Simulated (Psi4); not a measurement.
# M06-L/def2-TZVP run of SiF2 (SMILES F[Si]F)

Aim: the vertical singlet–triplet gap of SiF2 at M06-L/def2-TZVP, from 2 runs. 

The calculation is run with Psi4 1.11.

## Step 1: The structure to begin with

The species is SiF2 (3 atoms), meant as a singlet with charge 0. SMILES: `F[Si]F`. Geometry: relaxed at PBE0-D4/def2-TZVP.

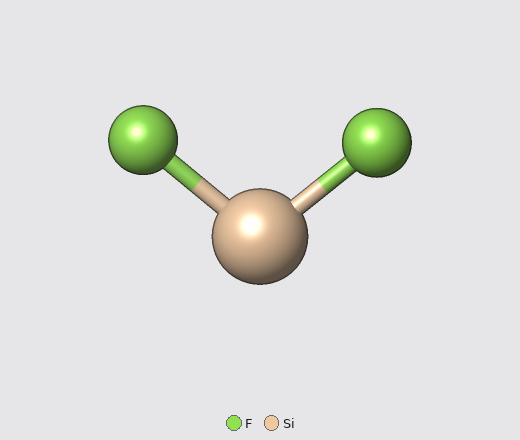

Viewed from a chosen angle; fluorine green, silicon light orange.

## Step 2: Energy and forces at M06-L/def2-TZVP

f2si.xyz

```xyz
3
F2Si
F      0.166300     1.246800     0.229400
Si    -0.594900    -0.046400    -0.330100
F      0.428600    -1.200400     0.100700
```

run.py

```python
import psi4

psi4.set_memory('1600 MB')
psi4.set_num_threads(1)
psi4.core.set_output_file('run.log', False)

with open('f2si.xyz') as f:
    atoms = ''.join(f.readlines()[2:])
geom = psi4.geometry('0 1\n' + atoms + 'symmetry c1')

psi4.set_options({
    'basis': 'def2-TZVP',
    'puream': True,
    'e_convergence': 1e-09,
    'd_convergence': 1e-08,
    'scf_type': 'pk',
    'dft_radial_points': 99,
    'dft_spherical_points': 590,
})

energy_value, wavefunction = psi4.gradient("m06-l", return_wfn=True)
print('gradient / Eh bohr^-1')
print(energy_value.np.round(6))
print(f'energy = {wavefunction.energy():.10f} Eh')
for k, v in sorted(psi4.core.scalar_variables().items()):
    print(f'{k:45s} {v:18.10f}')
```

On the command line:

```sh
$ python run.py
```

run.log:

```text
[...]
  Running in c1 symmetry.
[...]
  Nuclear repulsion =  100.658413605206476
[...]
  Multiplicity = 1
[...]
  Nalpha       = 16
  Nbeta        = 16
[...]
    Number of basis functions: 99
[...]
   @RKS iter   1:  -489.21634209203353   -4.03770e-01   6.42362e-03 ADIIS/DIIS
[...]
   @RKS iter  11:  -489.32803942054773   -1.70530e-13   1.52031e-09 DIIS
[...]
    Orbital Energies [Eh]
    ---------------------
    Doubly Occupied:
       1A    -65.894744     2A    -24.504459     3A    -24.504457
       4A     -5.302812     5A     -3.616411     6A     -3.612444
       7A     -3.607975     8A     -1.191127     9A     -1.172206
      10A     -0.522501    11A     -0.457396    12A     -0.425092
      13A     -0.425002    14A     -0.396952    15A     -0.378935
      16A     -0.265603
[...]
  @RKS Final Energy:  -489.32803942054773
   => Energetics <=
    Nuclear Repulsion Energy =            100.6584136052064764
    One-Electron Energy =                -880.7606744096610782
    Two-Electron Energy =                 332.6666689888119208
    DFT Exchange-Correlation Energy =     -41.8924476049050938
    Empirical Dispersion Energy =           0.0000000000000000
    VV10 Nonlocal Energy =                  0.0000000000000000
    Total Energy =                       -489.3280394205477251
[...]
 Multipole Moments:
 ------------------------------------------------------------------------------------
     Multipole            Electronic (a.u.)      Nuclear  (a.u.)        Total (a.u.)
 ------------------------------------------------------------------------------------
 L = 1.  Multiply by 2.5417464519 to convert [e a0] to [Debye]
 Dipole X            :          0.4347931           -0.8292942           -0.3945011
 Dipole Y            :          0.0298073           -0.0568279           -0.0270206
 Dipole Z            :         -0.0000000           -0.0000000           -0.0000000
 Magnitude           :                                                    0.3954254
[...]
  -Total Gradient:
     Atom            X                  Y                   Z
    ------   -----------------  -----------------  -----------------
       1       -0.000748866219    -0.000246573429     0.000000000000
       2        0.001942629699     0.000136562351     0.000000000000
       3       -0.000772530505     0.000138983997     0.000000000000
[...]
```

The script printed:

```text
gradient / Eh bohr^-1
[[-0.000749 -0.000247  0.      ]
 [ 0.001943  0.000137  0.      ]
 [-0.000773  0.000139  0.      ]]
energy = -489.3280394205 Eh
CURRENT ENERGY                                   -489.3280394205
CURRENT REFERENCE ENERGY                         -489.3280394205
DD SOLVATION ENERGY                                 0.0000000000
DFT FUNCTIONAL TOTAL ENERGY                      -489.3280394205
DFT TOTAL ENERGY                                 -489.3280394205
DFT VV10 ENERGY                                     0.0000000000
DFT XC ENERGY                                     -41.8924476049
GRID ELECTRONS ALPHA                               15.9999994026
GRID ELECTRONS BETA                                15.9999994026
GRID ELECTRONS TOTAL                               31.9999988051
NUCLEAR REPULSION ENERGY                          100.6584136052
ONE-ELECTRON ENERGY                              -880.7606744097
PCM POLARIZATION ENERGY                             0.0000000000
PE ENERGY                                           0.0000000000
SCF ITERATION ENERGY                             -489.3280394205
SCF ITERATIONS                                     11.0000000000
SCF TOTAL ENERGY                                 -489.3280394205
TWO-ELECTRON ENERGY                               332.6666689888
XC GRID RADIAL POINTS                              99.0000000000
XC GRID SPHERICAL POINTS                          590.0000000000
XC GRID TOTAL POINTS                           169136.0000000000
```

Wall time 15 s (1 thread of Intel Xeon 6975P-C (Granite Rapids), shared host); peak memory 0.72 GiB.

## Step 3: The triplet at the same level

f2si.json

```json
{
  "schema_name": "qcschema_input",
  "schema_version": 1,
  "molecule": {
    "schema_name": "qcschema_molecule",
    "schema_version": 2,
    "symbols": ["F", "Si", "F"],
    "geometry": [0.31426145, 2.35611053, 0.43350317, -1.12419807, -0.08768329, -0.62379859, 0.80993662, -2.26842724, 0.19029542],
    "molecular_charge": 0,
    "molecular_multiplicity": 3,
    "fix_symmetry": "c1"
  },
  "driver": "gradient",
  "model": {
    "method": "m06-l",
    "basis": "def2-TZVP"
  },
  "keywords": {
    "reference": "uks",
    "puream": true,
    "e_convergence": 1e-09,
    "d_convergence": 1e-08,
    "scf_type": "pk",
    "dft_radial_points": 99,
    "dft_spherical_points": 590,
    "maxiter": 100
  }
}
```

On the command line:

```sh
$ psi4 --qcschema f2si.json -n 1 --memory 1600MB
```

stdout:

```text
[...]
  Running in c1 symmetry.
[...]
  Nuclear repulsion =  100.658413757844158
[...]
  Multiplicity = 3
[...]
  Nalpha       = 17
  Nbeta        = 15
[...]
    Number of basis functions: 99
[...]
   @UKS iter   1:  -489.09862329562685   -2.86051e-01   6.24276e-03 DIIS/ADIIS
[...]
   @UKS iter  13:  -489.21007801349066   -6.25278e-13   4.63218e-09 DIIS
[...]
   @S^2 Observed:                2.002778263E+00
[...]
    Orbital Energies [Eh]
    ---------------------
    Alpha Occupied:
       1A    -65.914584     2A    -24.513625     3A    -24.513624
       4A     -5.322550     5A     -3.634292     6A     -3.634032
       7A     -3.632222     8A     -1.200205     9A     -1.181619
      10A     -0.538868    11A     -0.469863    12A     -0.436318
      13A     -0.431931    14A     -0.402186    15A     -0.386208
      16A     -0.326181    17A     -0.151369
    Alpha Virtual:
      18A     -0.026114    19A      0.011149    20A      0.168101
      21A      0.187770    22A      0.212320    23A      0.216798
      24A      0.219588    25A      0.227421    26A      0.301467
[...]
  @UKS Final Energy:  -489.21007801349066
   => Energetics <=
    Nuclear Repulsion Energy =            100.6584137578441585
    One-Electron Energy =                -880.3389441686874761
    Two-Electron Energy =                 332.3878081359199541
    DFT Exchange-Correlation Energy =     -41.9173557385673448
    Empirical Dispersion Energy =           0.0000000000000000
    VV10 Nonlocal Energy =                  0.0000000000000000
    Total Energy =                       -489.2100780134906586
[...]
 Multipole Moments:
 ------------------------------------------------------------------------------------
     Multipole            Electronic (a.u.)      Nuclear  (a.u.)        Total (a.u.)
 ------------------------------------------------------------------------------------
 L = 1.  Multiply by 2.5417464519 to convert [e a0] to [Debye]
 Dipole X            :          0.1612891           -0.8292942           -0.6680051
 Dipole Y            :          0.0110623           -0.0568279           -0.0457656
 Dipole Z            :          0.0000000            0.0000000            0.0000000
 Magnitude           :                                                    0.6695710
[...]
  -Total Gradient:
     Atom            X                  Y                   Z
    ------   -----------------  -----------------  -----------------
       1        0.009621654211    -0.008665141642    -0.000000000000
       2       -0.017532337348    -0.001197814455     0.000000000000
       3        0.008352727789     0.009893344894     0.000000000000
[...]
```

The result, in JSON:

```text
{
 "driver": "gradient",
 "model": {
  "method": "m06-l",
  "basis": "def2-TZVP"
 },
 "success": true,
 "return_result": [0.009621654211485559, -0.008665141641774649, -1.4120207805526233e-13, -0.01753233734774451, -0.001197814455097656, 2.2258177925564456e-14, 0.008352727788915798, 0.009893344893763922, 5.434468879823823e-14],
 "properties": {
  "calcinfo_nbasis": 99,
  "calcinfo_nmo": 99,
  "calcinfo_nalpha": 17,
  "calcinfo_nbeta": 15,
  "calcinfo_natom": 3,
  "nuclear_repulsion_energy": 100.65841375784416,
  "return_energy": -489.21007801349066,
  "return_gradient": [0.009621654211485559, -0.008665141641774649, -1.4120207805526233e-13, -0.01753233734774451, -0.001197814455097656, 2.2258177925564456e-14, 0.008352727788915798, 0.009893344893763922, 5.434468879823823e-14],
  "scf_one_electron_energy": -880.3389441686875,
  "scf_two_electron_energy": 332.38780813591995,
  "scf_xc_energy": -41.917355738567345,
  "scf_dipole_moment": [-0.6680050850842771, -0.04576559490931632, 2.93254879959185e-14],
  "scf_total_energy": -489.21007801349066,
  "scf_total_gradient": [0.009621654211485559, -0.008665141641774649, -1.4120207805526233e-13, -0.01753233734774451, -0.001197814455097656, 2.2258177925564456e-14, 0.008352727788915798, 0.009893344893763922, 5.434468879823823e-14],
  "scf_iterations": 13
 }
}
```

Run time: 22 s. Hardware: 1 thread of Intel Xeon 6975P-C (Granite Rapids), shared host; peak memory 0.73 GiB.

## Step 4: What came out

At M06-L/def2-TZVP:

```
                                        quantity          value
                           singlet: total energy  -489.32804 Eh
                          singlet: dipole moment         1.01 D
                            singlet: HOMO energy       -7.23 eV
                            singlet: LUMO energy       -2.72 eV
                          singlet: HOMO–LUMO gap        4.51 eV
               singlet: largest force on an atom     0.100 eV/Å
                           triplet: total energy  -489.21008 Eh
                          triplet: dipole moment         1.70 D
     triplet: HOMO energy (highest over α and β)       -4.12 eV
                                   triplet: ⟨S²⟩          2.003
               triplet: largest force on an atom     0.904 eV/Å
vertical energy of the triplet above the singlet       3.210 eV
```

**Reading.** At this shape the triplet lies 3.21 eV (74 kcal/mol) above the singlet.
